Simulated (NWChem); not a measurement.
# One shape, several levels: H2Se (hydrogen selenide)

We compute a comparison of 6 runs (HF/STO-3G, B3LYP/6-31G*, PBE0/def2-SVP, B3LYP/6-311G**, B3LYP/def2-TZVPPD, CCSD(T)/def2-TZVPPD) of H2Se (hydrogen selenide). 

The results are computed with NWChem 7.3.0.

4 further runs of the same task are left out: 4 set aside as unsound or not needed. Runs told in other sessions of the task aren't counted.

### 1 The molecule

The species is H2Se (3 atoms), meant as a singlet with charge 0. As SMILES, `[SeH2]`. Geometry: relaxed at PBE0-D4/def2-TZVP.

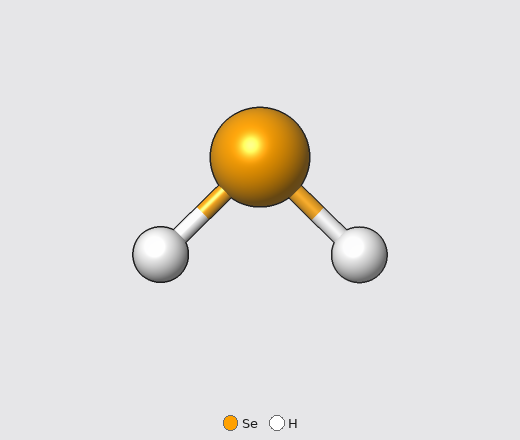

The structure, seen from a chosen angle (selenium orange, hydrogen white).

### 2 Energy and gradient at HF/STO-3G (run 1)

Input file test.nw:

```
start test
title "H2Se"
memory 2200 mb
charge 0
geometry units bohr noautosym nocenter noautoz
  Se  1.05949385 -0.51910777  0.52948236
  H   0.08585026  2.06335416  0.27189379
  H  -1.14534411 -1.54426529 -0.80135726
end
basis spherical bse
  * library STO-3G
end
scf
  thresh 1e-08
  maxiter 80
  noprint "final vectors analysis"
end
task scf gradient
```

Launch:

```console
$ nwchem test.nw > test.out
```

Output:

```text
[...]
  functions       =    20
[...]
  wavefunction    = RHF
[...]
         Total SCF energy =  -2374.691584974737
      One-electron energy =  -3375.465214863980
      Two-electron energy =    975.989184675662
 Nuclear repulsion energy =     24.784445213581
        Time for solution =      0.2s
[...]
                         RHF ENERGY GRADIENTS
    atom               coordinates                        gradient
                 x          y          z           x          y          z
   1 Se      1.059494  -0.519108   0.529482    0.019755  -0.009681   0.009872
   2 H       0.085850   2.063354   0.271894   -0.006922   0.013504  -0.002359
   3 H      -1.145344  -1.544265  -0.801357   -0.012833  -0.003823  -0.007513
[...]
```

Run time: 0.91 s. Hardware: 1 thread of Intel Xeon 6975P-C (Granite Rapids), shared host; peak memory 0.099 GiB.

### 3 Energy and forces at B3LYP/6-31G(d) (Cartesian functions) (run 2)

Input file m1.nw:

```
start m1
memory stack 880 mb heap 220 mb global 1100 mb

geometry units atomic noautosym nocenter noautoz
Se   1.05949385  -0.51910777   0.52948236
H    0.08585026   2.06335416   0.27189379
H   -1.14534411  -1.54426529  -0.80135726
end

basis
* library 6-31G*
end

dft
xc b3lyp
grid xfine
convergence energy 1e-08
iterations 100
mulliken
end

task dft gradient
```

Launch:

```console
$ nwchem m1.nw > m1.out
```

Output:

```text
[...]
          Wavefunction type:  closed shell.
          No. of atoms     :     3
          No. of electrons :    36
[...]
          Charge           :     0
          Spin multiplicity:     1
[...]
          AO basis - number of functions:    39
[...]
              XC Information
              --------------
                         B3LYP Method XC Potential
                     Hartree-Fock (Exact) Exchange  0.200
                        Slater Exchange Functional  0.800 local
                    Becke 1988 Exchange Functional  0.720 non-local
              Lee-Yang-Parr Correlation Functional  0.810
                  VWN I RPA Correlation Functional  0.190 local
[...]
 d= 0,ls=0.0,diis     1  -2402.4655621933 -2.43D+03  1.41D-02  1.21D+00     0.7
[...]
 d= 0,ls=0.0,diis     8  -2402.4894375512 -1.40D-10  1.50D-06  3.15D-09     3.5
         Total DFT energy =    -2402.489437551182
      One electron energy =    -3393.044178524144
           Coulomb energy =     1053.622015939359
    Exchange-Corr. energy =      -87.851720179978
 Nuclear repulsion energy =       24.784445213581
[...]
  wavefunction    = closed shell
                         DFT ENERGY GRADIENTS
    atom               coordinates                        gradient
                 x          y          z           x          y          z
   1 Se      1.059494  -0.519108   0.529482   -0.006819   0.003339  -0.003408
   2 H       0.085850   2.063354   0.271894    0.002161  -0.005324   0.000616
   3 H      -1.145344  -1.544265  -0.801357    0.004657   0.001985   0.002791
[...]
```

Run time: 4.8 s. Hardware: 1 thread of Intel Xeon 6975P-C (Granite Rapids), shared host; peak memory 0.12 GiB.

Runs 3 to 5 aren't shown in full; the table further down has their settings and results.

### 4 The energy at CCSD(T)/def2-TZVPPD (run 6)

Input file mymol.nw:

```
start mymol
title "H2Se energy"
memory stack 880 mb heap 220 mb global 1100 mb

geometry units angstroms noautosym nocenter noautoz
  Se    0.560660   -0.274700    0.280190
  H     0.045430    1.091880    0.143880
  H    -0.606090   -0.817190   -0.424060
end

basis "ao basis" spherical bse
  * library def2-TZVPPD
end

scf
  thresh 1e-08
  maxiter 80
end

ccsd
  freeze core 9
  maxiter 60
end

task ccsd(t) energy
```

Launch:

```console
$ nwchem mymol.nw > mymol.out
```

Output:

```text
[...]
  functions       =    91
[...]
  wavefunction    = RHF
[...]
         Total SCF energy =  -2401.004857642766
      One-electron energy =  -3394.520625322411
      Two-electron energy =    968.731320673500
 Nuclear repulsion energy =     24.784447006145
        Time for solution =     14.1s
[...]
 Total MP2 energy:          -2401.293464522802424
[...]
             energy      energy      error      ampl     ampl      Block
                                                time     time      time
[...]
 Total CCSD energy:          -2401.307269965162050
[...]
 Total CCSD+T(CCSD) energy:          -2401.317513119110572
[...]
 Total CCSD(T) energy:               -2401.317093267907239
[...]
```

Wall time 80 s (1 thread of Intel Xeon 6975P-C (Granite Rapids), shared host); peak memory 0.22 GiB.

### 5 Overview of the runs

```
run                               level  Cartesian functions  iteration cap   energy (Eh)  dipole moment (D) of the reference  largest force (eV/Å)  wall time
  1                           HF/STO-3G                   no             80  -2374.691585                                1.45                 1.240     0.91 s
  2  B3LYP/6-31G* (Cartesian functions)                  yes            100  -2402.489438                                1.01                 0.428      4.8 s
  3                       PBE0/def2-SVP                   no            100  -2402.166305                                0.96                 0.075      5.1 s
  4                      B3LYP/6-311G**                   no            100  -2402.752544                                0.86                 0.122        6 s
  5                   B3LYP/def2-TZVPPD                   no            100  -2402.791017                                0.66                 0.078       14 s
  6                 CCSD(T)/def2-TZVPPD                   no             80  -2401.317093                                   –                     –       80 s
```

### 6 Results

```
                                          quantity           value
                               run 6: total energy  -2401.31709 Eh
        run 6: HOMO energy (Hartree–Fock orbitals)        -9.80 eV
        run 6: LUMO energy (Hartree–Fock orbitals)         1.73 eV
      run 6: HOMO–LUMO gap (Hartree–Fock orbitals)        11.53 eV
run 6: correlation energy (9 core orbitals frozen)      -312.2 mEh
                             run 6: (T) correction       -9.82 mEh
```

In words: Over runs 1, 2, 3, 4, 5 the dipole moment (its size) runs from 0.66 D (B3LYP/def2-TZVPPD) to 1.45 D (HF/STO-3G). The two ends differ in method and basis. Over runs 2, 3, 4, 5 the HOMO–LUMO gap runs from 6.44 eV (B3LYP/def2-TZVPPD) to 7.31 eV (PBE0/def2-SVP). Totals of different functionals can't be ranked against each other. In run 1 the basis is minimal, so the values are rough. All runs together took 1.8 min, the longest 80 s.
